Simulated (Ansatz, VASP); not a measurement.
# Cross-check of Sr (Strontium) between VASP and Ansatz

Wanted: the spread between two codes on one cell, functional and k mesh. The cell is a member of a volume series, scaled by 0.94 from a relaxed one, so a pressure remains.

Calculated with Ansatz 0.2.0; plane waves, with VASP 6.6.1 beside it; single point at PBE with D3(BJ).

### Step 1. Starting point

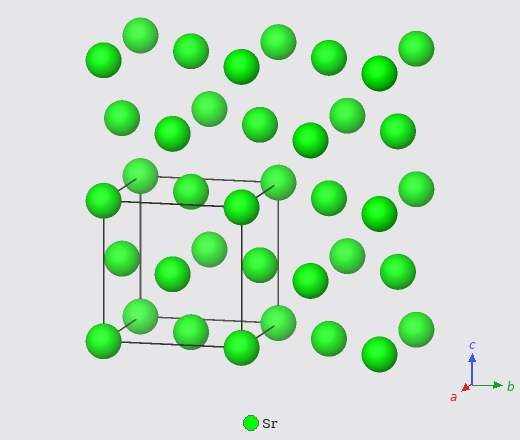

The starting structure, seen slightly off an axis (strontium green). 1×2×2 cells are drawn. This picture shows the conventional cell, with its axes. Some periodic images of atoms are drawn too.

Coordinates:

```xyz
1
Lattice="0.0000 2.9012 2.9012 2.9012 0.0000 2.9012 2.9012 2.9012 0.0000" Properties=species:S:1:pos:R:3 pbc="T T T"
Sr    0.0000    0.0000    0.0000
```

### Step 2. VASP: single point, PBE with D3(BJ)

With cell and atoms fixed, the geometry can't cause a difference; cores, projectors, grids and the points listed under the comparison can.

Lines of VASP's logs that name or quote its potential files are left out, and so is its time.

Input file INCAR:

```
SYSTEM = Sr
PREC = Accurate
ENCUT = 400
EDIFF = 1E-06
NELM = 100
ISMEAR = 1
SIGMA = 0.2
LREAL = .FALSE.
ALGO = Normal
GGA = PE
IVDW = 12
NBANDS = 11
LORBIT = 11
LWAVE = .FALSE.
LCHARG = .FALSE.
KPAR = 2
ISIF = 2
```

Input file POSCAR:

```
Sr
1.0
    0.0000000000      2.9011760500      2.9011760500
    2.9011760500      0.0000000000      2.9011760500
    2.9011760500      2.9011760500      0.0000000000
Sr
1
Direct
    0.0000000000      0.0000000000      0.0000000000
```

Input file KPOINTS:

```
Automatic mesh
0
Gamma
8 8 8
0 0 0
```

Potentials, in the order of the species: Sr_sv (PBE family, release 64).

On the command line:

```console
mpirun -np 2 vasp_std
```

Numbers of over 12 decimals in the logs are rounded to 6 here.

The log of the run:

```text
[banner, memory and clock lines left out]
running    2 mpi-ranks, on    1 nodes
 distrk:  each k-point on    1 cores,    2 groups
 distr:  one band on    1 cores,    1 groups

 POSCAR found type information on POSCAR Sr
 POSCAR found :  1 types and       1 ions
 LDA part: xc-table for (Slater+PW92), standard interpolation
 POSCAR, INCAR and KPOINTS ok, starting setup
 FFT: planning ... GRIDC
 FFT: planning ... GRID_SOFT
 FFT: planning ... GRID
 WAVECAR not read
 entering main loop
       N       E                     dE             d eps       ncg     rms          rms(c)
DAV:   1     0.267347660635E+02    0.26735E+02   -0.42727E+03   638   0.653E+02
DAV:   2    -0.332951943232E+00   -0.27068E+02   -0.26448E+02   752   0.134E+02
DAV:   3    -0.157380857715E+01   -0.12409E+01   -0.12315E+01   916   0.206E+01
DAV:   4    -0.161716794192E+01   -0.43359E-01   -0.43316E-01   844   0.394E+00
DAV:   5    -0.161785128574E+01   -0.68334E-03   -0.68333E-03   895   0.366E-01    0.121E+01
DAV:   6    -0.161519677610E+01    0.26545E-02   -0.55111E-03   757   0.810E-01    0.690E+00
DAV:   7    -0.161350058964E+01    0.16962E-02   -0.10550E-02   906   0.106E+00    0.240E-01
DAV:   8    -0.161346449265E+01    0.36097E-04   -0.45929E-04   867   0.140E-01    0.536E-02
DAV:   9    -0.161348561476E+01   -0.21122E-04   -0.61264E-05   964   0.410E-02    0.221E-02
DAV:  10    -0.161349014823E+01   -0.45335E-05   -0.51071E-06   788   0.181E-02    0.114E-02
DAV:  11    -0.161348945872E+01    0.68951E-06   -0.30546E-07   406   0.426E-03
   1 F= -.18330287E+01 E0= -.18359916E+01  d E =0.888865E-02
```

From OUTCAR (step 2):

```text
ion  position               nearest neighbor table
   1  0.000  0.000  0.000-

  LATTYP: Found a face centered cubic cell.
 ALAT       =     5.8023521000

 Subroutine GETGRP returns: Found 48 space group operations
 (whereof 48 operations were pure point group operations)

The static configuration has the point symmetry O_h .

 Found     29 irreducible k-points:

   k-points           NKPTS =     29   k-points in BZ     NKDIM =     29   number of bands    NBANDS=     11

   dimension x,y,z NGX =    28 NGY =   28 NGZ =   28
   dimension x,y,z NGXF=    56 NGYF=   56 NGZF=   56

   ENCUT  =  400.0 eV  29.40 Ry    5.42 a.u.   6.69  6.69  6.69*2*pi/ulx,y,z

   NELECT =      10.0000    total number of electrons

 k-points in reciprocal lattice and weights: Automatic mesh
   0.00000000  0.00000000  0.00000000       0.002
   0.12500000  0.00000000  0.00000000       0.016
   0.25000000  0.00000000  0.00000000       0.016
   0.37500000  0.00000000  0.00000000       0.016
   0.50000000  0.00000000  0.00000000       0.008
   0.12500000  0.12500000  0.00000000       0.012
   0.25000000  0.12500000  0.00000000       0.047
   0.37500000  0.12500000  0.00000000       0.047
   0.50000000  0.12500000  0.00000000       0.047
[...]
-0.37500000  0.50000000  0.12500000       0.023
  -0.25000000  0.50000000  0.25000000       0.012

 average (electrostatic) potential at core
       1 -40.3457

 E-fermi :   2.0171

 k-point     1 :       0.0000    0.0000    0.0000
  band No.  band energies     occupation
      1     -34.3898      2.00000
      2     -16.2481      2.00000
      3     -16.2481      2.00000
      4     -16.2481      2.00000
      5      -1.8135      2.00000
      6       4.4781     -0.00000
      7       4.4781     -0.00000
      8       4.4781     -0.00000
      9       6.1425      0.00000
     10       6.1425      0.00000
    ...

 k-point     2 :       0.1250    0.0000    0.0000
  band No.  band energies     occupation
      1     -34.3862      2.00000
      2     -16.2932      2.00000
      3     -16.2540      2.00000
      4     -16.2540      2.00000
      5      -1.5338      2.00000
      6       4.0755     -0.00000
      7       4.5994     -0.00000
      8       4.5994     -0.00000
      9       5.9853     -0.00000
     10       5.9853     -0.00000
    ...

 k-point     3 :       0.2500    0.0000    0.0000
  band No.  band energies     occupation
      1     -34.3776      2.00000
      2     -16.3997      2.00000
      3     -16.2680      2.00000
      4     -16.2680      2.00000
      5      -0.7698      2.00000
      6       3.3182     -0.00000
      7       4.6469     -0.00000
      8       4.6469     -0.00000
      9       6.0759      0.00000
     10       6.0759      0.00000
    ...

 Edisp (eV)   -0.21954

  Total       0.26731     0.26731     0.26731    -0.00000    -0.00000     0.00000
  in kB       8.76931     8.76931     8.76931    -0.00000    -0.00000     0.00000
  external pressure =        8.77 kB  Pullay stress =        0.00 kB

  energy-cutoff  :      400.00
  volume of cell :       48.84
      direct lattice vectors                 reciprocal lattice vectors
     0.000000000  2.901176050  2.901176050    -0.172343902  0.172343902  0.172343902
     2.901176050  0.000000000  2.901176050     0.172343902 -0.172343902  0.172343902
     2.901176050  2.901176050  0.000000000     0.172343902  0.172343902 -0.172343902

 POSITION                                       TOTAL-FORCE (eV/Angst)
 -----------------------------------------------------------------------------------
      0.00000      0.00000      0.00000        -0.000000     -0.000000      0.000000
 -----------------------------------------------------------------------------------
    total drift:                               -0.000000      0.000000     -0.000000

  FREE ENERGIE OF THE ION-ELECTRON SYSTEM (eV)
  ---------------------------------------------------
  free  energy   TOTEN  =        -1.8330286739 eV

  energy  without entropy=       -1.8419173255  energy(sigma->0) =       -1.83599156

 total charge
# of ion       s       p       d       tot
------------------------------------------
    1        2.071   5.706   0.158   7.935

[... 3 further parts left out ...]
```

The run ends at a pressure of 0.88 GPa.

### Step 3. Ansatz: single point, PBE with D3(BJ)

Ansatz runs on its default PAW (the set named soft_2) files.

The same cell, functional, mesh and smearing now go to Ansatz, which takes its cutoff from its data sets.

Input file input.yaml:

```yaml
crystal:
  lattice:
    - [0.0, 2.90117605, 2.90117605]
    - [2.90117605, 0.0, 2.90117605]
    - [2.90117605, 2.90117605, 0.0]
  atoms:
    - { symbol: Sr, position: [0.0, 0.0, 0.0] }
hamiltonian:
  xc: pbe
  pseudopotentials: { kind: paw }
  dispersion: d3bj
kpoints:
  mp_grid: { grid: [8, 8, 8] }
scf:
  occupations: { method: methfessel_paxton, width: 0.2 }
  n_extra_bands: 4
output:
  forces: true
  stress: true
  eigenvalues: true
  write_density: true
  write_potential: true
  elf: true
  volumetric_format: npy
```

On the command line:

```console
ansatz run input.yaml --threads 2 --pin off --max-ram 4608MiB --backend cpu --events-out ev --progress --plain --runs-dir out
```

The log of the run:

```text
scf.n_extra_bands = 4 over 5 filled bands (N_el = 10.0): the run solves 9 bands
Engine: ansatz 0.2.0, aarch64-unknown-linux-gnu
Pseudopotentials: kind: paw
Pseudopotential: Sr, paw, valence charge 10, recommended cutoff 420 eV (normal), Sr.paw.azcp
Functional definition: PBE
  parameter kappa = 0.804
  parameter beta = 0.066725
  exchange = pbe_x(kappa = kappa, mu = beta*pi^2/3)
  correlation = pbe_c(beta = beta)
Crystal: 1 atoms, lattice volume = 48.837 Å³
Basis set: ecut = 420 eV, 941 PW (Γ), exchange–correlation on 60×60×60 points (8 copies of the dense FFT grid, shifted against one another)
Bands: 9, of which v1, the nominal top of the filled ones, is band 5 counted from 1 (4 counted from 0)
Symmetry: 48 space group operations
Space group: Fm-3m (ITA 225), of the structure as read, at distance tolerance 3.7e-5 Å
k-points: 29 of 512
Non-local potential: Sr, projectors of the file, l = 0: 3, l = 1: 2, l = 2: 2
PAW form: soft (Blöchl's): semilocal exchange-correlation on the pseudo side does not see the compensation charge
PAW one-centre angular grid: Sr, 110 points (default); XC on 64 Gauss nodes
Initial density: superposition of atomic densities (neutral atoms: chi_scale 0, normalization atom), corrected by the library's trained network
Initial wavefunctions: pseudopotential atomic-orbital guess
Functional: x = pbe(κ = 0.804, μ = 0.219515), c = pbe(β = 0.066725)
SCF iter   1: F=—  HF=-3544.417226 eV  |F-HF|=—  |Δ(HF+E_count)|=         —  Δρ=1.40e-3  dr2=1.48e-3  ethr=1.77e-3  ⟨swp⟩=6.3  Hψ=2189  notcnv=0
preconditioner: auto → none  [metal: Δε(μ)=0.096 eV  Ē_g=3.694 eV  σ=0.200 eV  W_gap=0.38  n_scr=8 (ndim 8)  ℏωp=7.5 eV  f_vac=0.000  D(μ)=0.40/eV (n_scr^D=0)  sad-step TF]
SCF iter   2: F=—  HF=-3544.417830 eV  |F-HF|=—  |Δ(HF+E_count)|=   6.05e-4  S|Δr|=    0.00e0  Δρ=9.33e-4  dr2=7.71e-4  ethr=1.48e-5  ⟨swp⟩=2.2  Hψ=597  notcnv=0
SCF iter   3: F=—  HF=-3544.417874 eV  |F-HF|=—  |Δ(HF+E_count)|=   4.39e-5  S|Δr|=    0.00e0  Δρ=2.89e-4  dr2=5.82e-5  ethr=7.71e-6  ⟨swp⟩=1.0  Hψ=261  notcnv=0
SCF iter   4: F=—  HF=-3544.417863 eV  |F-HF|=—  |Δ(HF+E_count)|=   1.14e-5  S|Δr|=    0.00e0  Δρ=1.13e-4  dr2=2.18e-6  ethr=5.82e-7  ⟨swp⟩=1.2  Hψ=269  notcnv=0
SCF iter   5: F=-3544.417865 eV  HF=-3544.417865 eV  |F-HF|=1.56e-8  |Δ(HF+E_count)|=   1.71e-6  S|Δr|=    0.00e0  Δρ=8.11e-6  dr2=2.85e-8  ethr=1.00e-9  ⟨swp⟩=10.6  Hψ=2431  notcnv=0
SCF 1 converged in 5 iterations: F = -3544.417865 eV  dr2 = 2.85e-8
  greatest PAW one-centre occupation: 0.988 electrons in one spin orbital (limit 2), on the Sr atom at site 0 (counted from 0), in its partial waves of l = 0
SCF converged after 5 iterations
Stability not checked: this state was not tested for a lower state beside it, because cold or Methfessel-Paxton smearing, or corrected tetrahedra, fill the levels in a way that the test cannot read (fill_not_monotonic; see scf.lower_state_search)
Free energy (F): -3544.417865 eV
Harris-Foulkes:  -3544.417865 eV  (|F-HF|=1.56e-8)
Internal energy: -3544.426580 eV  (E = F + TS)
E sigma→0 (E₀):  -3544.420043 eV
Entropy (-TS):   0.008715 eV (8.715 meV/atom)
Fermi energy:    5.944585 eV
Step filling:    the computed levels leave a gap of 0.0964 eV = 0.5 smearing widths at the electron count; against every level under it full and every level over it empty, smearing changes F+E_penalty+E_count by +2.633 meV and its σ→0 estimate by +0.455 meV
--- Per-component energies (eV) ---
  E_band       = -125.978113
  E_kinetic    = 242.518882
  E_local      = -737.787257  (includes V_loc(G=0)·N_el)
  E_nonlocal   = 202.965133
  E_hartree    = 183.494489
  E_xc         = -171.750559
  E_vxc        = -159.958419  (∫ρ·V_xc dr)
  E_paw        = -2694.737062  (= ΣΔE_a)
  E_vpaw       = -40.701341  (= ΣTr[D̂ρ^β])
  E_aug_tail   = -0.000001  (compensation charges beyond the density's cutoff)
  E_ewald      = -568.910567
  E_disp       = -0.219638  (pairwise vdW)
  E_smearing   = 0.008715  (= −TS)
  E_closure    = 0.000000  (closes the sum)
  Σ components = -3544.417865   (vs F -3544.417865, Δ=0.00e0)
--- Forces (eV/Å), atoms counted from 1 ---
  atom   1  Sr     0.00000000     0.00000000    -0.00000000
  max |Σ_I F_I| component: 1.31e-31 eV/Å
--- Stress (GPa, compression-positive) ---
        0.885352       0.000000      -0.000000
        0.000000       0.885352       0.000000
        0.000000       0.000000       0.885352
  P = ⅓ Tr σ = 0.8854 GPa (8.854 kbar)
--- Band table (eV; the first three rows and the last of 29) ---
  k-point 0: bands = ["-30.4314", "-12.2928", "-12.2928", "-12.2928", "2.1177", "8.4145", "8.4145", "8.4145", "10.0803"]
  k-point 1: bands = ["-30.4278", "-12.3381", "-12.2987", "-12.2987", "2.3972", "8.0076", "8.5347", "8.5347", "9.9205"]
  k-point 2: bands = ["-30.4192", "-12.4451", "-12.3128", "-12.3128", "3.1608", "7.2468", "8.5814", "8.5814", "10.0076"]
  k-point 28: bands = ["-30.3989", "-12.4870", "-12.4870", "-12.4035", "5.9257", "6.6402", "6.6402", "8.4690", "11.6341"]
```

Wall time 1.3 s (2 threads of Arm Neoverse N1, shared host); peak memory 0.26 GiB.

The column dr2 measures how far the density is from self-consistency, as an energy; F and HF (Harris–Foulkes) agree once it is small.

The run ends at a pressure of 0.89 GPa.

### Step 4. Side by side

Known differences besides the PAW data sets themselves: the cutoff is 420 eV in Ansatz and 400 eV in VASP; VASP leaves aspherical gradient terms in its spheres out (LASPH is not set), Ansatz keeps them. Total energies have different zeros and are not compared.

Compared:

```csv
quantity,Ansatz,VASP,difference
pressure (GPa),0.89,0.88,+0.01
```

### Step 5. What moves the difference

An all-electron run, which needs no data sets, serves as referee.

```csv
run,difference in pressure (GPa)
as above,0.0084
Ansatz's all-electron LAPW method,0.0080
```

### Step 6. Ansatz: single point, PBE with D3(BJ)

A single point gives forces, pressure and levels at one fixed geometry, so differences don't come from the geometry; what else differs is listed under the comparison. The cell compared in this pair holds 49.88 Å³, against 48.84 Å³ for the pair before.

The cell is a member of a volume series, scaled by 0.96 from a relaxed one, so a pressure remains.

input.yaml, the sections that differ from step 3:

```yaml
crystal:
  lattice:
    - [0.0, 2.9216075404, 2.9216075404]
    - [2.9216075404, 0.0, 2.9216075404]
    - [2.9216075404, 2.9216075404, 0.0]
  atoms:
    - { symbol: Sr, position: [0.0, 0.0, 0.0] }
output:
  forces: true
  stress: true
  eigenvalues: true
# hamiltonian, kpoints, scf: as in step 3
```

The log of the run:

```text
[...]
Crystal: 1 atoms, lattice volume = 49.876 Å³
Basis set: ecut = 420 eV, 941 PW (Γ), exchange–correlation on 60×60×60 points (8 copies of the dense FFT grid, shifted against one another)
Bands: 9, of which v1, the nominal top of the filled ones, is band 5 counted from 1 (4 counted from 0)
Symmetry: 48 space group operations
[...]
k-points: 29 of 512
[...]
Internal energy: -3544.430380 eV  (E = F + TS)
E sigma→0 (E₀):  -3544.424521 eV
Entropy (-TS):   0.007813 eV (7.813 meV/atom)
Fermi energy:    5.778972 eV
[...]
--- Stress (GPa, compression-positive) ---
        0.569796       0.000000       0.000000
        0.000000       0.569796       0.000000
       -0.000000      -0.000000       0.569796
  P = ⅓ Tr σ = 0.5698 GPa (5.698 kbar)
--- Band table (eV; the first three rows and the last of 29) ---
[...]
[key lines of the parts left out:]
SCF converged after 6 iterations
Free energy (F): -3544.422567 eV
```

The job ended after 0.98 s (2 threads; peak memory 0.26 GiB).

The run ends at a pressure of 0.57 GPa.

### Step 7. VASP: single point, PBE with D3(BJ)

The same cell, functional, mesh and smearing now go to VASP, with its own data sets and cutoff.

INCAR is that of step 2.

Input file POSCAR:

```
Sr
1.0
    0.0000000000      2.9216075404      2.9216075404
    2.9216075404      0.0000000000      2.9216075404
    2.9216075404      2.9216075404      0.0000000000
Sr
1
Direct
    0.0000000000      0.0000000000      0.0000000000
```

KPOINTS is that of step 2.

On the command line:

```console
mpirun -np 2 vasp_std
```

The log of the run:

```text
[... set-up lines as in an earlier step ...]
 entering main loop
       N       E                     dE             d eps       ncg     rms          rms(c)
DAV:   1     0.292009036595E+02    0.29201E+02   -0.41031E+03   638   0.640E+02
DAV:   2    -0.429981936169E+00   -0.29631E+02   -0.29183E+02   739   0.136E+02
DAV:   3    -0.158347057492E+01   -0.11535E+01   -0.11322E+01   915   0.199E+01
DAV:   4    -0.162476479317E+01   -0.41294E-01   -0.41266E-01   781   0.391E+00
[...]
DAV:   9    -0.162280400313E+01   -0.21922E-04   -0.44101E-05   882   0.376E-02    0.220E-02
DAV:  10    -0.162280944553E+01   -0.54424E-05   -0.39918E-06   771   0.161E-02    0.812E-03
DAV:  11    -0.162280873627E+01    0.70925E-06   -0.21193E-07   399   0.373E-03
   1 F= -.18378259E+01 E0= -.18404970E+01  d E =0.801328E-02
```

(Continued in part 2 of 2.)

[Lines on the potential files, build, host, timing and source positions are cut from VASP's logs without a mark.]

[Logs are printed without paths, hosts, clocks, repeated set-up lines and the standing remarks that a program may print on its own settings, such as how far it seeks lower states.]

[Hosts, paths, dates, database ids (printed as entryN), source tags and the programs' standing remarks are cut or masked in the printed files.]
